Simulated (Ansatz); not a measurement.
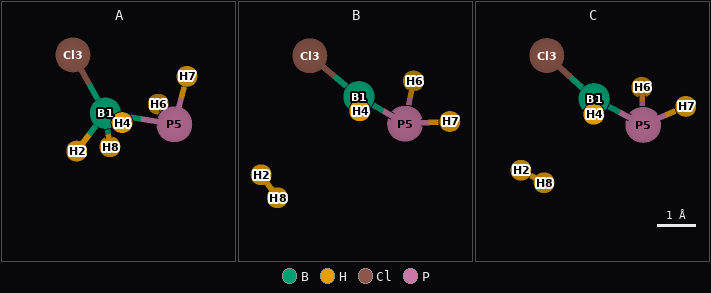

3 geometries from a converged minimum-energy path of BPH5Cl, made up of BH2Cl and PH3, shuffled. The picture is a ball-and-stick view, seen at a tilt.

All numbers below come from RKS BHLYP/def2-SVP (Ansatz 0.2.0). Run with 5 movable images; climbing image; force threshold 0.05 eV/Å; iteration limit 60; starting path through a guess of the saddle point.

Question: Which of them lies highest in energy?

Answer: A. In order along the path, whose images run from 0 to 6: A (image 3, +1.25 eV), C (image 5, +0.25 eV), B (image 6, +0.17 eV). Breaking: B1–H2 (1.19 → 1.27 at the top → 3.34 Å), P5–H8 (1.42 → 1.81 at the top → 3.94 Å). Forming: B1–P5 (3.91 → 2.15 at the top → 1.89 Å), H2–H8 (3.07 → 1.11 at the top → 0.75 Å).

Limits of the set-up: the start holds two separate molecules, 3.1 Å apart at their closest, whose relative position is a soft coordinate and is computed without a dispersion correction.

Cost: 2.5 min on 1 thread of Arm Neoverse V2, with other jobs on the host, peak memory 0.16 GiB.
